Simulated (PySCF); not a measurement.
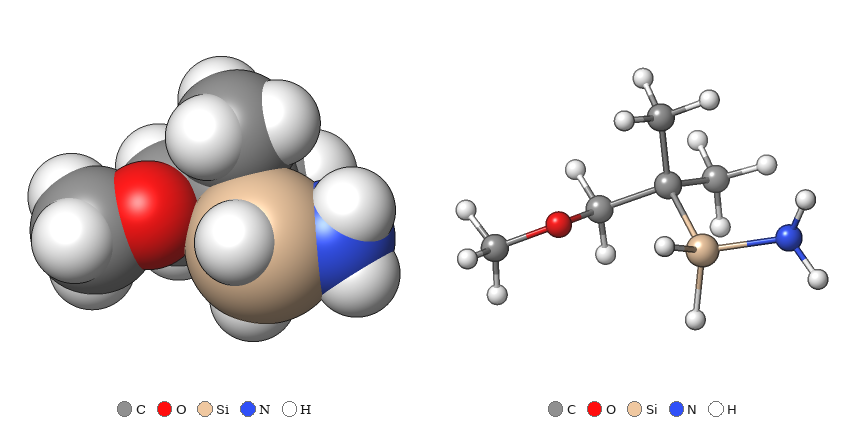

The same structure drawn twice, from different directions.

Identify the structure.

It has 23 atoms: 5 carbon, 15 hydrogen, 1 nitrogen, 1 oxygen and 1 silicon (C₅H₁₅NOSi). As SMILES it reads `COCC(C)(C)[SiH2]N`. It has no ring. Among its groups: ether, Si–H bond, Si–N bond. The point group is C1. Coordination, clear cases only: 5 C tetrahedral; 1 O bent; 1 Si tetrahedral.

More results for the same structure follow; atom numbers are the same in all pictures, views and colours differ. The computed structure is the end point of a PBE0-D3(BJ)/def2-SVP optimisation. No frequency run is at hand to confirm it as a minimum.

Shape

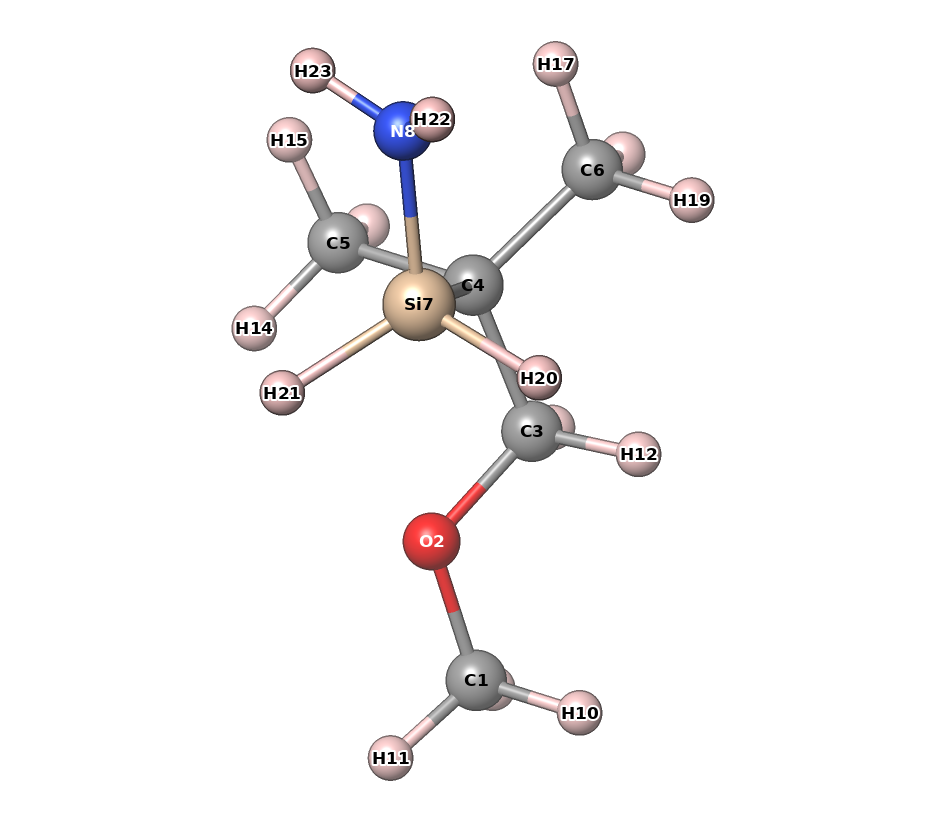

C4 lies behind Si7. The molecule seen a little off the Si7–C4 bond, Si7 in front. Distant atoms are faded towards the background colour. No frequency run is at hand to confirm it as a minimum.

What is the torsion angle N8–Si7–C4–C3? The sign is positive where the front bond must turn clockwise to cover the back bond.

Answer. 163°, antiperiplanar (anti). The bonds about Si7–C4 are staggered.

Electronic properties

No frequency run is at hand to confirm it as a minimum. Properties computed with PBE0/pcSseg-1, gas phase (PySCF 2.14.0).

Estimate the HOMO–LUMO gap.

Answer. 7.91 eV.

What is the dipole moment?

Answer. 0.25 D.

Estimate the HOMO energy (Kohn–Sham orbital).

Answer. −6.91 eV.

Charges

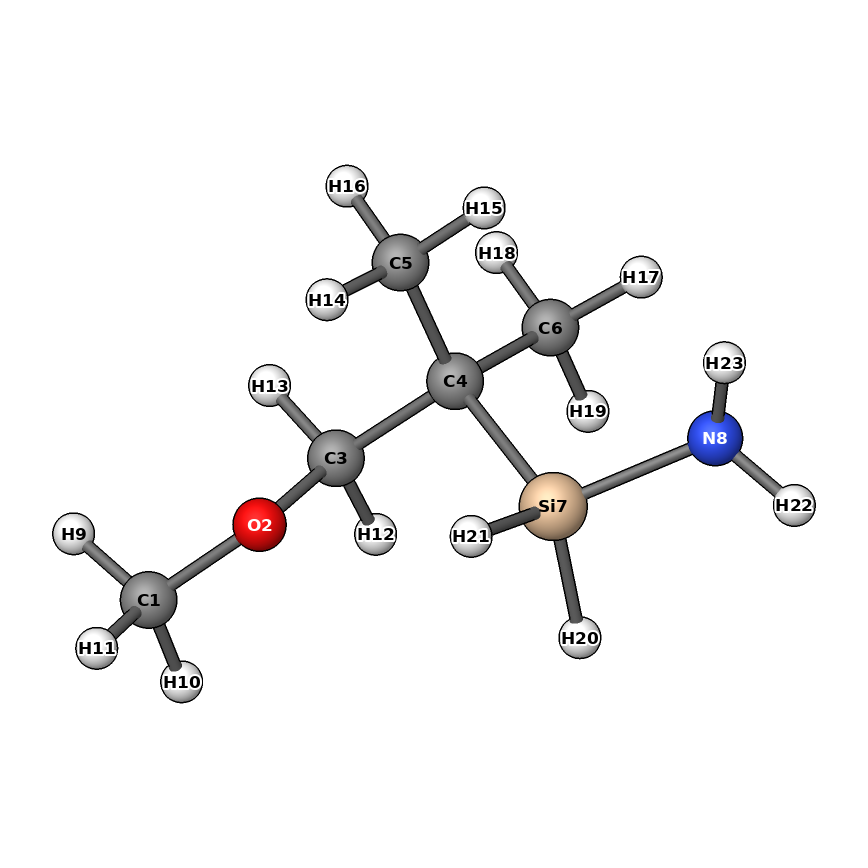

The questions are on Hirshfeld charges. No frequency run is at hand to confirm it as a minimum. Method: PBE0/pcSseg-1, gas phase (PySCF 2.14.0).

Which atom carries the highest charge (most positive or least negative)?

Answer. Si7 (0.35 e).

And the lowest?

Answer. N8 (−0.31 e).

Give the Hirshfeld charges atom by atom.

| atom | value (e) |
| --- | --- |
| C1 | −0.04 |
| O2 | −0.12 |
| C3 | 0.00 |
| C4 | −0.07 |
| C5 | −0.12 |
| C6 | −0.12 |
| Si7 | 0.35 |
| N8 | −0.31 |
| H9 | 0.03 |
| H10 | 0.03 |
| H11 | 0.05 |
| H12 | 0.03 |
| H13 | 0.03 |
| H14 | 0.03 |
| H15 | 0.04 |
| H16 | 0.03 |
| H17 | 0.03 |
| H18 | 0.03 |
| H19 | 0.04 |
| H20 | −0.09 |
| H21 | −0.10 |
| H22 | 0.11 |
| H23 | 0.11 |

Excitation

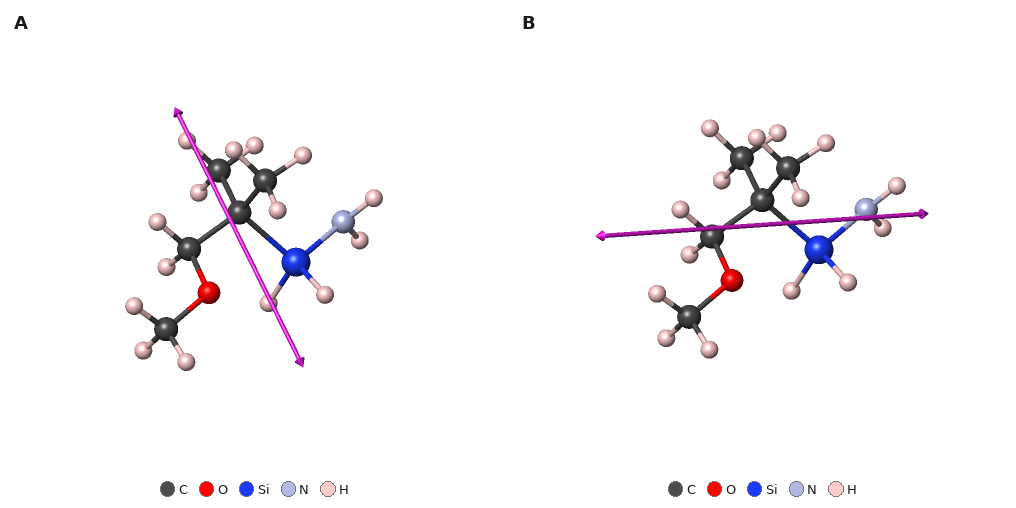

The double arrows show the directions of two transition dipoles from the ground state (lengths mean nothing). No frequency run is at hand to confirm it as a minimum. Level of theory: TDDFT B3LYP/def2-SVPD, vertical, gas phase, core orbitals frozen in the response (PySCF 2.14.0).

One belongs to singlet state 8 and one to singlet state 9. Which is which?

Answer. A: state 9, 7.46 eV (166 nm), oscillator strength 0.016, of mixed character, with the largest part HOMO → LUMO+4 (weight 0.39).
B: state 8, 7.33 eV (169 nm), oscillator strength 0.021, of mixed character, with the largest part HOMO → LUMO+5 (weight 0.49).

NMR shielding

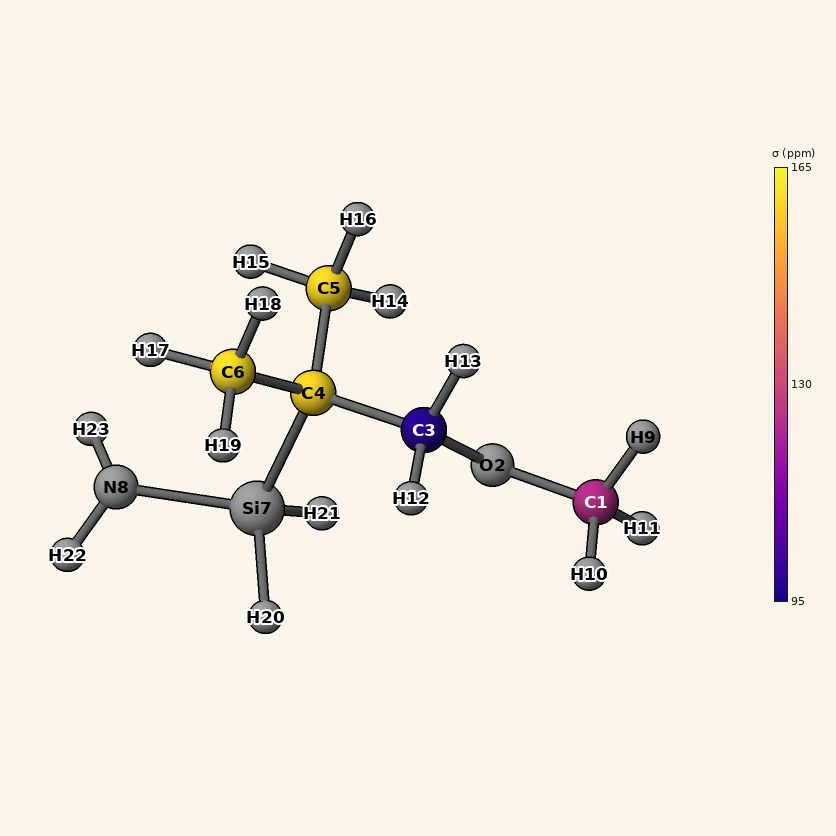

Atoms are coloured by their isotropic NMR shieldings (C only, the others grey). No frequency run is at hand to confirm it as a minimum. Level of theory: GIAO mPW1PW91/pcSseg-1 NMR shielding, non-relativistic, gas phase (PySCF 2.14.0).

Which C atom is the most shielded (lowest chemical shift)?

Answer. C6 (160.9 ppm).

Which C atom is the least shielded (highest chemical shift)?

Answer. C3 (98.5 ppm).

How wide is the range of C shifts?

Answer. 62.4 ppm.

List the isotropic NMR shieldings of the C atoms.

```
atom  σ (ppm)
  C1    124.4
  C3     98.5
  C4    159.3
  C5    159.7
  C6    160.9
```
